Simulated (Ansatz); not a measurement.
H5N2Si···Br

```xyz
9

Si    1.0659    0.8524   -0.4436
Br   -0.7765   -2.1710   -1.0863
H     0.1177   -1.2349    0.2595
N     0.6816   -0.4456    0.8645
N    -0.5480    1.3066   -0.6551
H     0.0663   -0.1287    1.6095
H     1.5026   -0.8760    1.2777
H    -0.7807    2.0169   -1.3330
H    -1.3291    0.6803   -0.4933
```

A transition-state structure; geometry: PBE0-D4/def2-TZVP.

All numbers below come from RKS PBE0-D4/def2-TZVPP (Ansatz 0.2.0).

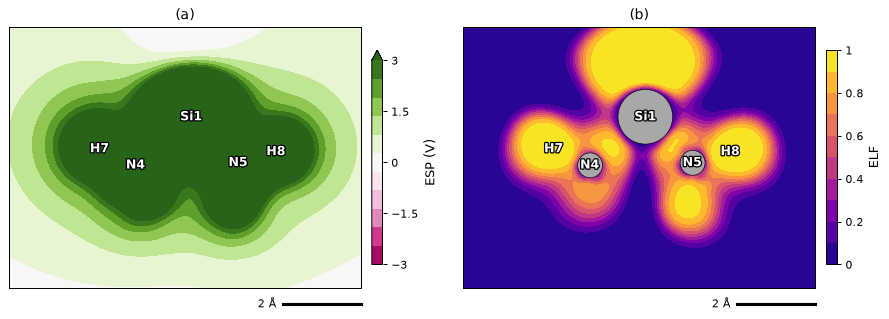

Figure 1. (a) molecular electrostatic potential; (b) electron localisation function on the plane of atoms N4, Si1 and N5. Grey discs cover the atomic cores in the ELF map.

Q: Read the bonding off the picture.

A: Atoms in the plane: Si, N and H. Si–N (1.69 Å): the ELF peaks at about 0.90 between the atoms (a polar covalent bond). N–H (1.01 Å): the ELF climbs to about 1 towards the hydrogen, as it does in any bond to H: a covalent bond by its length. Si–N (1.88 Å): the ELF peaks at about 0.95 between the atoms; a shared but strongly polarised pair. The ELF also peaks beside Si1, away from the bonds: lone-pair regions. The potential has no marked negative region in this plane.

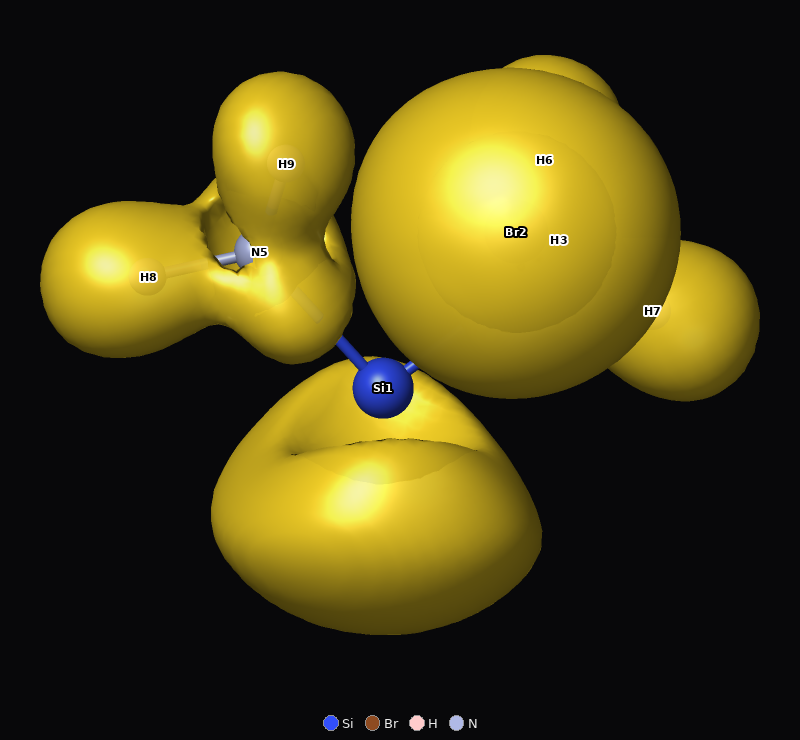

Figure 2. Isosurface of the ELF at 0.75 (yellow), seen from one side. Core shells and regions of very low density are left out.

Q: Identify the bonds, lone pairs and shells in this picture.

A: At this value the surface marks out one lobe on Si, pointing away from the bonds (lone pairs), one region wrapped around Br (its valence shell) and two joined regions spread over several atoms (H, N), in which their bonds and any lone pairs are merged.


Br2···H3 (1.87 Å): the ELF climbs to about 0.90 towards the hydrogen.

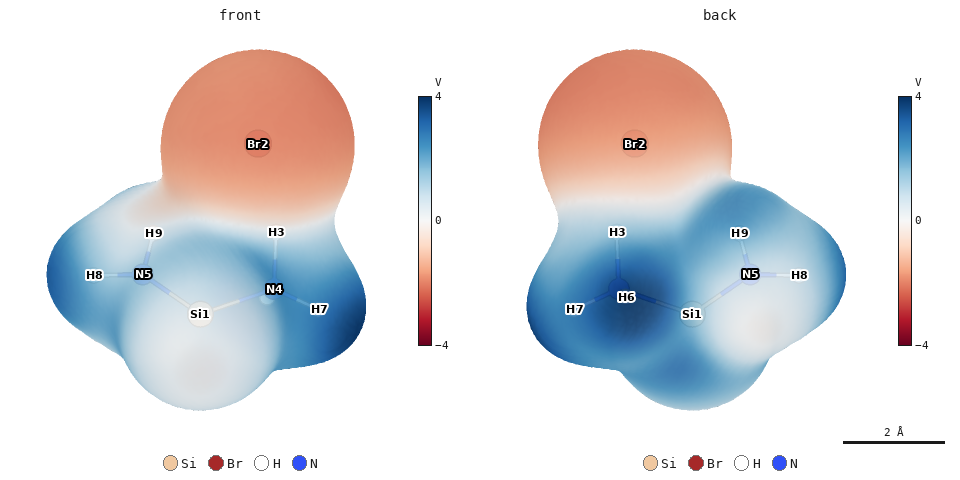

Figure 3. The electrostatic potential painted on the density surface at 0.004 e/bohr³, seen from the front and from behind; the colour scale runs from red (negative) to blue (positive).

Q: Which sites attract a positive test charge, and which a negative one?

A: A positive charge is drawn to the negative regions and a negative charge to the positive ones. The most negative region (about −2.0 V) lies over Br2, the most positive (about +3.9 V) over H6 and H7.
